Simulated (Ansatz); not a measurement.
Run report: AlSiH₄ClO₂, molecular dynamics (part 1 of 2)

AlSiH₄ClO₂, computed with RKS LDA/STO-3G (Ansatz 0.2.0).

It belongs to a series of runs on one base structure; here: dynamics from the start. Figures and captions count atoms from 1; the log counts them from 0 in places.

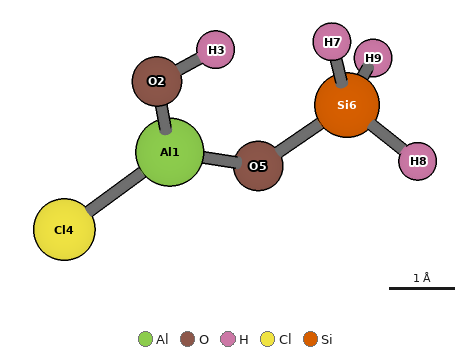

Fig. 1: The input geometry (ball-and-stick view, seen at an oblique angle; atoms are numbered from 1 in the order of the input). Sticks mark near contacts. Bond lengths as drawn: Al–Cl 2.07 Å, Al–O 1.68 to 1.70 Å, H–O 1.03 Å, H–Si 1.45 to 1.47 Å and O–Si 1.70 Å.

Key numbers

```csv
quantity,value
outcome,finished
mean temperature over the second half,249 K
trajectory,"150 steps, 75 fs"
ensemble,nvt_nose_hoover
temperature in the input,500.0 K
time step,0.5 fs
potential energy (last step),−30662.4624 eV
mean-field energy (last step),−30662.4624 eV
largest force (length of the vector) (last step),1.211 eV/Å
hardware,"1 thread of Intel Xeon @ 2.90GHz (Ice Lake), 16 GiB of memory available, shared host"
wall time,2.9 min
peak memory,0.11 GiB
```

Notes

So short a trajectory is not equilibrated. The temperature stays far from the 500 K of the thermostat over the second half: the run isn't equilibrated.

Input file
```yaml
crystal:
  periodic: [false, false, false]
  atoms:
    - { symbol: Al, position_ang: [-0.00739, -0.072545, -0.109365] }
    - { symbol: O, position_ang: [0.004982, -0.53478, 1.523384] }
    - { symbol: H, position_ang: [-0.898924, -1.012445, 1.649351] }
    - { symbol: Cl, position_ang: [1.670327, 0.919642, -0.793467] }
    - { symbol: O, position_ang: [-1.224576, -0.339944, -1.240125] }
    - { symbol: Si, position_ang: [-2.634295, -1.123627, -0.709235] }
    - { symbol: H, position_ang: [-2.555447, -1.569457, 0.684334] }
    - { symbol: H, position_ang: [-3.766629, -0.217076, -0.821939] }
    - { symbol: H, position_ang: [-2.870648, -2.291467, -1.542738] }
basis:
  gaussian: { orbitals: STO-3G }
hamiltonian:
  xc: lda
md:
  timestep: 0.5
  n_steps: 150
  ensemble: nvt_nose_hoover
  temperature: 500.0
  initial_velocities: maxwell_boltzmann
  seed: 130013
  nose_hoover: { tau: 100.0, chain_length: 1 }
  temperature_schedule:
    - { n_steps: 37, end_temperature: 500.0 }
    - { n_steps: 113, end_temperature: 10.0 }
```

Launched with:
```bash
ansatz run input.yaml --threads 1 --pin off --max-ram 2048MiB --backend cpu --events-out ev --progress --plain --runs-dir out
```

Output
```
Engine: ansatz 0.2.0, x86_64-unknown-linux-gnu
Functional definition: SPW92
  exchange = slater_x
  correlation = pw_c
540 factors; integrals over basis functions are off by at most 1.4e-5 eV
mean field evaluation 1: about -30656.6391 eV, gradient 4.2e1 eV
mean field evaluation 2: about -30638.7411 eV, gradient 9.0e1 eV
mean field evaluation 4: about -30662.6697 eV, gradient 3.5e0 eV
mean field evaluation 8: about -30662.6638 eV, gradient 3.5e-1 eV
mean field evaluation 16: about -30662.6642 eV, gradient 2.7e-5 eV
mean field -30662.66423574 eV, -1126.8321267630 hartree, gradient 2.7e-5 eV, S^2 0.000000; 0 other end points of the search recorded, 0 dependent functions left out
the calculation of the forces begins
reference -30662.66425633 eV, -1126.8321275199 hartree; 32, 32 occupied and 9, 9 virtual orbitals, 540 factors
md step     0: t =     0.00 fs  T =   500.0 K (target 500.0 K)  F+E_penalty+E_count = -30662.66423574 eV  E_kin = 0.452410 eV  conserved = -30662.21182574 eV  (24 SCF iters)
these checks for a lower state are left out or cut short: starts, cluster_reference, orbital_swaps, neighbouring_geometries, increment
540 factors; integrals over basis functions are off by at most 1.4e-5 eV
mean field -30662.65840005 eV, -1126.8319123055 hartree, gradient 1.4e-5 eV, S^2 0.000000; 0 other end points of the search recorded, 0 dependent functions left out
the calculation of the forces begins
reference -30662.65842063 eV, -1126.8319130616 hartree; 32, 32 occupied and 9, 9 virtual orbitals, 540 factors
md step     1: t =     0.50 fs  T =   493.7 K (target 500.0 K)  F+E_penalty+E_count = -30662.65840005 eV  E_kin = 0.446688 eV  conserved = -30662.21171248 eV  (26 SCF iters)
[... from here on the SCF iterations and repeated set-up lines of each step are left out, up to the last step ...]
md step     2: t =     1.00 fs  T =   475.9 K (target 500.0 K)  F+E_penalty+E_count = -30662.64215790 eV  E_kin = 0.430649 eV  conserved = -30662.21150953 eV  (26 SCF iters)
md step     3: t =     1.50 fs  T =   450.1 K (target 500.0 K)  F+E_penalty+E_count = -30662.61855236 eV  E_kin = 0.407283 eV  conserved = -30662.21127127 eV  (26 SCF iters)
md step     4: t =     2.00 fs  T =   420.2 K (target 500.0 K)  F+E_penalty+E_count = -30662.59125611 eV  E_kin = 0.380215 eV  conserved = -30662.21104622 eV  (26 SCF iters)
md step     5: t =     2.50 fs  T =   390.1 K (target 500.0 K)  F+E_penalty+E_count = -30662.56379768 eV  E_kin = 0.352939 eV  conserved = -30662.21086959 eV  (26 SCF iters)
md step     6: t =     3.00 fs  T =   362.8 K (target 500.0 K)  F+E_penalty+E_count = -30662.53899517 eV  E_kin = 0.328256 eV  conserved = -30662.21075911 eV  (26 SCF iters)
md step     7: t =     3.50 fs  T =   340.4 K (target 500.0 K)  F+E_penalty+E_count = -30662.51864280 eV  E_kin = 0.307956 eV  conserved = -30662.21072059 eV  (26 SCF iters)
md step     8: t =     4.00 fs  T =   323.5 K (target 500.0 K)  F+E_penalty+E_count = -30662.50340336 eV  E_kin = 0.292704 eV  conserved = -30662.21075005 eV  (26 SCF iters)
md step     9: t =     4.50 fs  T =   311.8 K (target 500.0 K)  F+E_penalty+E_count = -30662.49285641 eV  E_kin = 0.282090 eV  conserved = -30662.21083838 eV  (26 SCF iters)
md step    10: t =     5.00 fs  T =   303.7 K (target 500.0 K)  F+E_penalty+E_count = -30662.48565101 eV  E_kin = 0.274779 eV  conserved = -30662.21096949 eV  (26 SCF iters)
md step    11: t =     5.50 fs  T =   297.0 K (target 500.0 K)  F+E_penalty+E_count = -30662.47976096 eV  E_kin = 0.268768 eV  conserved = -30662.21112134 eV  (26 SCF iters)
md step    12: t =     6.00 fs  T =   289.3 K (target 500.0 K)  F+E_penalty+E_count = -30662.47284782 eV  E_kin = 0.261747 eV  conserved = -30662.21126411 eV  (26 SCF iters)
md step    13: t =     6.50 fs  T =   278.1 K (target 500.0 K)  F+E_penalty+E_count = -30662.46274650 eV  E_kin = 0.251588 eV  conserved = -30662.21136201 eV  (26 SCF iters)
md step    14: t =     7.00 fs  T =   261.8 K (target 500.0 K)  F+E_penalty+E_count = -30662.44804147 eV  E_kin = 0.236910 eV  conserved = -30662.21137751 eV  (26 SCF iters)
md step    15: t =     7.50 fs  T =   240.5 K (target 500.0 K)  F+E_penalty+E_count = -30662.42863808 eV  E_kin = 0.217645 eV  conserved = -30662.21128522 eV  (26 SCF iters)
md step    16: t =     8.00 fs  T =   215.9 K (target 500.0 K)  F+E_penalty+E_count = -30662.40613518 eV  E_kin = 0.195388 eV  conserved = -30662.21108581 eV  (27 SCF iters)
md step    17: t =     8.50 fs  T =   191.6 K (target 500.0 K)  F+E_penalty+E_count = -30662.38377583 eV  E_kin = 0.173343 eV  conserved = -30662.21081818 eV  (22 SCF iters)
md step    18: t =     9.00 fs  T =   172.1 K (target 500.0 K)  F+E_penalty+E_count = -30662.36581380 eV  E_kin = 0.155689 eV  conserved = -30662.21055672 eV  (24 SCF iters)
md step    19: t =     9.50 fs  T =   161.8 K (target 500.0 K)  F+E_penalty+E_count = -30662.35635149 eV  E_kin = 0.146443 eV  conserved = -30662.21038914 eV  (22 SCF iters)
md step    20: t =    10.00 fs  T =   163.7 K (target 500.0 K)  F+E_penalty+E_count = -30662.35799336 eV  E_kin = 0.148145 eV  conserved = -30662.21038064 eV  (22 SCF iters)
md step    21: t =    10.50 fs  T =   177.8 K (target 500.0 K)  F+E_penalty+E_count = -30662.37085144 eV  E_kin = 0.160898 eV  conserved = -30662.21054481 eV  (22 SCF iters)
md step    22: t =    11.00 fs  T =   201.3 K (target 500.0 K)  F+E_penalty+E_count = -30662.39235302 eV  E_kin = 0.182183 eV  conserved = -30662.21083321 eV  (22 SCF iters)
md step    23: t =    11.50 fs  T =   229.4 K (target 500.0 K)  F+E_penalty+E_count = -30662.41797098 eV  E_kin = 0.207563 eV  conserved = -30662.21115878 eV  (27 SCF iters)
md step    24: t =    12.00 fs  T =   256.4 K (target 500.0 K)  F+E_penalty+E_count = -30662.44256367 eV  E_kin = 0.231989 eV  conserved = -30662.21142973 eV  (27 SCF iters)
md step    25: t =    12.50 fs  T =   277.6 K (target 500.0 K)  F+E_penalty+E_count = -30662.46179788 eV  E_kin = 0.251192 eV  conserved = -30662.21158154 eV  (27 SCF iters)
md step    26: t =    13.00 fs  T =   290.3 K (target 500.0 K)  F+E_penalty+E_count = -30662.47316878 eV  E_kin = 0.262686 eV  conserved = -30662.21159266 eV  (27 SCF iters)
md step    27: t =    13.50 fs  T =   294.1 K (target 500.0 K)  F+E_penalty+E_count = -30662.47637022 eV  E_kin = 0.266142 eV  conserved = -30662.21148148 eV  (28 SCF iters)
md step    28: t =    14.00 fs  T =   290.8 K (target 500.0 K)  F+E_penalty+E_count = -30662.47303745 eV  E_kin = 0.263146 eV  conserved = -30662.21129329 eV  (28 SCF iters)
md step    29: t =    14.50 fs  T =   283.5 K (target 500.0 K)  F+E_penalty+E_count = -30662.46605633 eV  E_kin = 0.256527 eV  conserved = -30662.21108280 eV  (28 SCF iters)
md step    30: t =    15.00 fs  T =   275.8 K (target 500.0 K)  F+E_penalty+E_count = -30662.45869996 eV  E_kin = 0.249506 eV  conserved = -30662.21090067 eV  (27 SCF iters)
md step    31: t =    15.50 fs  T =   270.7 K (target 500.0 K)  F+E_penalty+E_count = -30662.45382197 eV  E_kin = 0.244900 eV  conserved = -30662.21078394 eV  (27 SCF iters)
md step    32: t =    16.00 fs  T =   270.3 K (target 500.0 K)  F+E_penalty+E_count = -30662.45326597 eV  E_kin = 0.244538 eV  conserved = -30662.21074968 eV  (27 SCF iters)
md step    33: t =    16.50 fs  T =   275.2 K (target 500.0 K)  F+E_penalty+E_count = -30662.45757275 eV  E_kin = 0.248963 eV  conserved = -30662.21079719 eV  (27 SCF iters)
md step    34: t =    17.00 fs  T =   284.5 K (target 500.0 K)  F+E_penalty+E_count = -30662.46598034 eV  E_kin = 0.257433 eV  conserved = -30662.21091091 eV  (27 SCF iters)
md step    35: t =    17.50 fs  T =   296.4 K (target 500.0 K)  F+E_penalty+E_count = -30662.47666793 eV  E_kin = 0.268155 eV  conserved = -30662.21106590 eV  (27 SCF iters)
md step    36: t =    18.00 fs  T =   308.0 K (target 500.0 K)  F+E_penalty+E_count = -30662.48716075 eV  E_kin = 0.278682 eV  conserved = -30662.21123319 eV  (27 SCF iters)
md step    37: t =    18.50 fs  T =   316.5 K (target 500.0 K)  F+E_penalty+E_count = -30662.49480810 eV  E_kin = 0.286394 eV  conserved = -30662.21138250 eV  (24 SCF iters)
md step    38: t =    19.00 fs  T =   319.4 K (target 497.8 K)  F+E_penalty+E_count = -30662.49726873 eV  E_kin = 0.288973 eV  conserved = -30662.21148733 eV  (27 SCF iters)
md step    39: t =    19.50 fs  T =   314.8 K (target 493.5 K)  F+E_penalty+E_count = -30662.49294969 eV  E_kin = 0.284845 eV  conserved = -30662.21152417 eV  (27 SCF iters)
md step    40: t =    20.00 fs  T =   302.3 K (target 489.2 K)  F+E_penalty+E_count = -30662.48137832 eV  E_kin = 0.273549 eV  conserved = -30662.21147538 eV  (27 SCF iters)
md step    41: t =    20.50 fs  T =   282.9 K (target 484.8 K)  F+E_penalty+E_count = -30662.46346374 eV  E_kin = 0.255995 eV  conserved = -30662.21133471 eV  (27 SCF iters)
md step    42: t =    21.00 fs  T =   259.2 K (target 480.5 K)  F+E_penalty+E_count = -30662.44155834 eV  E_kin = 0.234515 eV  conserved = -30662.21111736 eV  (27 SCF iters)
md step    43: t =    21.50 fs  T =   234.9 K (target 476.2 K)  F+E_penalty+E_count = -30662.41918198 eV  E_kin = 0.212585 eV  conserved = -30662.21086694 eV  (27 SCF iters)
md step    44: t =    22.00 fs  T =   214.5 K (target 471.8 K)  F+E_penalty+E_count = -30662.40031904 eV  E_kin = 0.194121 eV  conserved = -30662.21065022 eV  (21 SCF iters)
md step    45: t =    22.50 fs  T =   201.7 K (target 467.5 K)  F+E_penalty+E_count = -30662.38838064 eV  E_kin = 0.182472 eV  conserved = -30662.21053538 eV  (21 SCF iters)
md step    46: t =    23.00 fs  T =   198.3 K (target 463.1 K)  F+E_penalty+E_count = -30662.38516427 eV  E_kin = 0.179402 eV  conserved = -30662.21056219 eV  (20 SCF iters)
md step    47: t =    23.50 fs  T =   203.9 K (target 458.8 K)  F+E_penalty+E_count = -30662.39025356 eV  E_kin = 0.184510 eV  conserved = -30662.21072176 eV  (21 SCF iters)
md step    48: t =    24.00 fs  T =   215.9 K (target 454.5 K)  F+E_penalty+E_count = -30662.40115191 eV  E_kin = 0.195362 eV  conserved = -30662.21096027 eV  (21 SCF iters)
md step    49: t =    24.50 fs  T =   230.2 K (target 450.1 K)  F+E_penalty+E_count = -30662.41410050 eV  E_kin = 0.208278 eV  conserved = -30662.21120264 eV  (21 SCF iters)
md step    50: t =    25.00 fs  T =   242.5 K (target 445.8 K)  F+E_penalty+E_count = -30662.42523047 eV  E_kin = 0.219456 eV  conserved = -30662.21138176 eV  (21 SCF iters)
md step    51: t =    25.50 fs  T =   249.8 K (target 441.5 K)  F+E_penalty+E_count = -30662.43161462 eV  E_kin = 0.226005 eV  conserved = -30662.21145751 eV  (25 SCF iters)
md step    52: t =    26.00 fs  T =   250.4 K (target 437.1 K)  F+E_penalty+E_count = -30662.43191895 eV  E_kin = 0.226596 eV  conserved = -30662.21142146 eV  (25 SCF iters)
md step    53: t =    26.50 fs  T =   244.9 K (target 432.8 K)  F+E_penalty+E_count = -30662.42656360 eV  E_kin = 0.221622 eV  conserved = -30662.21129251 eV  (25 SCF iters)
md step    54: t =    27.00 fs  T =   235.4 K (target 428.5 K)  F+E_penalty+E_count = -30662.41745610 eV  E_kin = 0.212950 eV  conserved = -30662.21110663 eV  (25 SCF iters)
md step    55: t =    27.50 fs  T =   224.8 K (target 424.1 K)  F+E_penalty+E_count = -30662.40743325 eV  E_kin = 0.203369 eV  conserved = -30662.21090836 eV  (25 SCF iters)
md step    56: t =    28.00 fs  T =   216.5 K (target 419.8 K)  F+E_penalty+E_count = -30662.39955462 eV  E_kin = 0.195894 eV  conserved = -30662.21074362 eV  (25 SCF iters)
md step    57: t =    28.50 fs  T =   213.4 K (target 415.4 K)  F+E_penalty+E_count = -30662.39638611 eV  E_kin = 0.193058 eV  conserved = -30662.21064796 eV  (24 SCF iters)
md step    58: t =    29.00 fs  T =   217.0 K (target 411.1 K)  F+E_penalty+E_count = -30662.39942688 eV  E_kin = 0.196347 eV  conserved = -30662.21064080 eV  (26 SCF iters)
md step    59: t =    29.50 fs  T =   227.6 K (target 406.8 K)  F+E_penalty+E_count = -30662.40879681 eV  E_kin = 0.205892 eV  conserved = -30662.21072073 eV  (26 SCF iters)
md step    60: t =    30.00 fs  T =   243.7 K (target 402.4 K)  F+E_penalty+E_count = -30662.42325100 eV  E_kin = 0.220473 eV  conserved = -30662.21086828 eV  (26 SCF iters)
md step    61: t =    30.50 fs  T =   262.8 K (target 398.1 K)  F+E_penalty+E_count = -30662.44048612 eV  E_kin = 0.237824 eV  conserved = -30662.21105250 eV  (26 SCF iters)
md step    62: t =    31.00 fs  T =   281.9 K (target 393.8 K)  F+E_penalty+E_count = -30662.45763139 eV  E_kin = 0.255107 eV  conserved = -30662.21124023 eV  (26 SCF iters)
md step    63: t =    31.50 fs  T =   297.8 K (target 389.4 K)  F+E_penalty+E_count = -30662.47179139 eV  E_kin = 0.269460 eV  conserved = -30662.21139853 eV  (26 SCF iters)
md step    64: t =    32.00 fs  T =   307.8 K (target 385.1 K)  F+E_penalty+E_count = -30662.48056467 eV  E_kin = 0.278502 eV  conserved = -30662.21149962 eV  (26 SCF iters)
md step    65: t =    32.50 fs  T =   310.3 K (target 380.8 K)  F+E_penalty+E_count = -30662.48249105 eV  E_kin = 0.280787 eV  conserved = -30662.21152055 eV  (26 SCF iters)
md step    66: t =    33.00 fs  T =   305.2 K (target 376.4 K)  F+E_penalty+E_count = -30662.47740297 eV  E_kin = 0.276153 eV  conserved = -30662.21144787 eV  (26 SCF iters)
md step    67: t =    33.50 fs  T =   293.9 K (target 372.1 K)  F+E_penalty+E_count = -30662.46660392 eV  E_kin = 0.265888 eV  conserved = -30662.21128729 eV  (26 SCF iters)
md step    68: t =    34.00 fs  T =   279.2 K (target 367.7 K)  F+E_penalty+E_count = -30662.45274337 eV  E_kin = 0.252603 eV  conserved = -30662.21107152 eV  (26 SCF iters)
md step    69: t =    34.50 fs  T =   264.9 K (target 363.4 K)  F+E_penalty+E_count = -30662.43927983 eV  E_kin = 0.239698 eV  conserved = -30662.21085747 eV  (26 SCF iters)
md step    70: t =    35.00 fs  T =   254.7 K (target 359.1 K)  F+E_penalty+E_count = -30662.42957280 eV  E_kin = 0.230468 eV  conserved = -30662.21071283 eV  (26 SCF iters)
md step    71: t =    35.50 fs  T =   251.0 K (target 354.7 K)  F+E_penalty+E_count = -30662.42585083 eV  E_kin = 0.227098 eV  conserved = -30662.21068730 eV  (26 SCF iters)
md step    72: t =    36.00 fs  T =   254.1 K (target 350.4 K)  F+E_penalty+E_count = -30662.42847091 eV  E_kin = 0.229948 eV  conserved = -30662.21078734 eV  (26 SCF iters)
md step    73: t =    36.50 fs  T =   262.4 K (target 346.1 K)  F+E_penalty+E_count = -30662.43582166 eV  E_kin = 0.237452 eV  conserved = -30662.21097405 eV  (26 SCF iters)
md step    74: t =    37.00 fs  T =   272.7 K (target 341.7 K)  F+E_penalty+E_count = -30662.44492194 eV  E_kin = 0.246700 eV  conserved = -30662.21118079 eV  (26 SCF iters)
md step    75: t =    37.50 fs  T =   281.2 K (target 337.4 K)  F+E_penalty+E_count = -30662.45244253 eV  E_kin = 0.254429 eV  conserved = -30662.21134281 eV  (26 SCF iters)
md step    76: t =    38.00 fs  T =   285.1 K (target 333.1 K)  F+E_penalty+E_count = -30662.45571368 eV  E_kin = 0.258004 eV  conserved = -30662.21141900 eV  (24 SCF iters)
md step    77: t =    38.50 fs  T =   283.0 K (target 328.7 K)  F+E_penalty+E_count = -30662.45338030 eV  E_kin = 0.256073 eV  conserved = -30662.21140049 eV  (26 SCF iters)
md step    78: t =    39.00 fs  T =   274.9 K (target 324.4 K)  F+E_penalty+E_count = -30662.44558121 eV  E_kin = 0.248751 eV  conserved = -30662.21130138 eV  (26 SCF iters)
md step    79: t =    39.50 fs  T =   262.4 K (target 320.0 K)  F+E_penalty+E_count = -30662.43374261 eV  E_kin = 0.237428 eV  conserved = -30662.21115272 eV  (26 SCF iters)
md step    80: t =    40.00 fs  T =   247.9 K (target 315.7 K)  F+E_penalty+E_count = -30662.42012567 eV  E_kin = 0.224326 eV  conserved = -30662.21098748 eV  (26 SCF iters)
md step    81: t =    40.50 fs  T =   234.3 K (target 311.4 K)  F+E_penalty+E_count = -30662.40729721 eV  E_kin = 0.211980 eV  conserved = -30662.21083701 eV  (26 SCF iters)
md step    82: t =    41.00 fs  T =   224.1 K (target 307.0 K)  F+E_penalty+E_count = -30662.39762321 eV  E_kin = 0.202735 eV  conserved = -30662.21072684 eV  (26 SCF iters)
md step    83: t =    41.50 fs  T =   219.2 K (target 302.7 K)  F+E_penalty+E_count = -30662.39286122 eV  E_kin = 0.198339 eV  conserved = -30662.21067216 eV  (26 SCF iters)
md step    84: t =    42.00 fs  T =   220.7 K (target 298.4 K)  F+E_penalty+E_count = -30662.39389830 eV  E_kin = 0.199680 eV  conserved = -30662.21067911 eV  (26 SCF iters)
md step    85: t =    42.50 fs  T =   228.4 K (target 294.0 K)  F+E_penalty+E_count = -30662.40063834 eV  E_kin = 0.206674 eV  conserved = -30662.21074553 eV  (26 SCF iters)
md step    86: t =    43.00 fs  T =   241.2 K (target 289.7 K)  F+E_penalty+E_count = -30662.41202820 eV  E_kin = 0.218285 eV  conserved = -30662.21086219 eV  (26 SCF iters)
md step    87: t =    43.50 fs  T =   257.1 K (target 285.4 K)  F+E_penalty+E_count = -30662.42620643 eV  E_kin = 0.232671 eV  conserved = -30662.21101388 eV  (25 SCF iters)
md step    88: t =    44.00 fs  T =   273.5 K (target 281.0 K)  F+E_penalty+E_count = -30662.44076324 eV  E_kin = 0.247450 eV  conserved = -30662.21117611 eV  (26 SCF iters)
md step    89: t =    44.50 fs  T =   287.4 K (target 276.7 K)  F+E_penalty+E_count = -30662.45312377 eV  E_kin = 0.260073 eV  conserved = -30662.21131976 eV  (26 SCF iters)
md step    90: t =    45.00 fs  T =   296.5 K (target 272.3 K)  F+E_penalty+E_count = -30662.46102727 eV  E_kin = 0.268307 eV  conserved = -30662.21141186 eV  (26 SCF iters)
md step    91: t =    45.50 fs  T =   299.2 K (target 268.0 K)  F+E_penalty+E_count = -30662.46304938 eV  E_kin = 0.270747 eV  conserved = -30662.21142329 eV  (26 SCF iters)
md step    92: t =    46.00 fs  T =   295.4 K (target 263.7 K)  F+E_penalty+E_count = -30662.45903794 eV  E_kin = 0.267243 eV  conserved = -30662.21134243 eV  (26 SCF iters)
md step    93: t =    46.50 fs  T =   286.3 K (target 259.3 K)  F+E_penalty+E_count = -30662.45027696 eV  E_kin = 0.259056 eV  conserved = -30662.21118482 eV  (26 SCF iters)
md step    94: t =    47.00 fs  T =   274.7 K (target 255.0 K)  F+E_penalty+E_count = -30662.43922584 eV  E_kin = 0.248594 eV  conserved = -30662.21099611 eV  (26 SCF iters)
md step    95: t =    47.50 fs  T =   263.8 K (target 250.7 K)  F+E_penalty+E_count = -30662.42880658 eV  E_kin = 0.238714 eV  conserved = -30662.21083985 eV  (24 SCF iters)
md step    96: t =    48.00 fs  T =   256.2 K (target 246.3 K)  F+E_penalty+E_count = -30662.42142976 eV  E_kin = 0.231772 eV  conserved = -30662.21077332 eV  (26 SCF iters)
md step    97: t =    48.50 fs  T =   252.9 K (target 242.0 K)  F+E_penalty+E_count = -30662.41813081 eV  E_kin = 0.228787 eV  conserved = -30662.21082016 eV  (26 SCF iters)
md step    98: t =    49.00 fs  T =   253.2 K (target 237.7 K)  F+E_penalty+E_count = -30662.41820840 eV  E_kin = 0.229083 eV  conserved = -30662.21095980 eV  (26 SCF iters)
md step    99: t =    49.50 fs  T =   254.9 K (target 233.3 K)  F+E_penalty+E_count = -30662.41953703 eV  E_kin = 0.230593 eV  conserved = -30662.21113624 eV  (26 SCF iters)
md step   100: t =    50.00 fs  T =   254.9 K (target 229.0 K)  F+E_penalty+E_count = -30662.41941077 eV  E_kin = 0.230678 eV  conserved = -30662.21128390 eV  (26 SCF iters)
md step   101: t =    50.50 fs  T =   251.0 K (target 224.6 K)  F+E_penalty+E_count = -30662.41553557 eV  E_kin = 0.227086 eV  conserved = -30662.21135495 eV  (26 SCF iters)
md step   102: t =    51.00 fs  T =   241.7 K (target 220.3 K)  F+E_penalty+E_count = -30662.40677061 eV  E_kin = 0.218687 eV  conserved = -30662.21133267 eV  (26 SCF iters)
md step   103: t =    51.50 fs  T =   227.4 K (target 216.0 K)  F+E_penalty+E_count = -30662.39339926 eV  E_kin = 0.205743 eV  conserved = -30662.21123128 eV  (26 SCF iters)
md step   104: t =    52.00 fs  T =   209.7 K (target 211.6 K)  F+E_penalty+E_count = -30662.37692897 eV  E_kin = 0.189723 eV  conserved = -30662.21108453 eV  (27 SCF iters)
md step   105: t =    52.50 fs  T =   191.0 K (target 207.3 K)  F+E_penalty+E_count = -30662.35958254 eV  E_kin = 0.172807 eV  conserved = -30662.21093159 eV  (27 SCF iters)
```
